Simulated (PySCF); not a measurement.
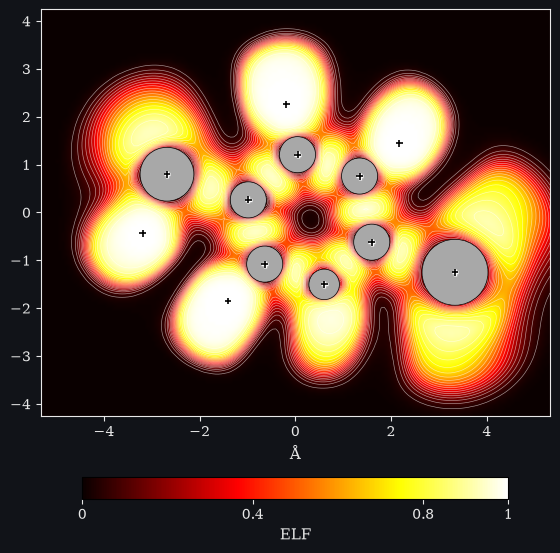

The electron localisation function on a plane through atoms (crosses mark nuclei in the plane; grey discs cover the cores).

All numbers below come from PySCF, wB97X-D/def2-SVPD, SCF density, gas phase.

Candidates:
A. C$_{5}$H$_{4}$NSSe (SMILES Sc1ccc([Se-])nc1) (charge −1)
B. C$_{5}$H$_{4}$FNO$_{3}$

### Which system is this?

Candidate A: C$_{5}$H$_{4}$NSSe on the molecular plane, which holds S, C, Se, N and H. C–N (1.31 Å): the ELF peaks at about 0.90 between the atoms: a covalent bond. C–C (1.37 Å): the ELF peaks at about 0.95 between the atoms (localised, covalent bonding).
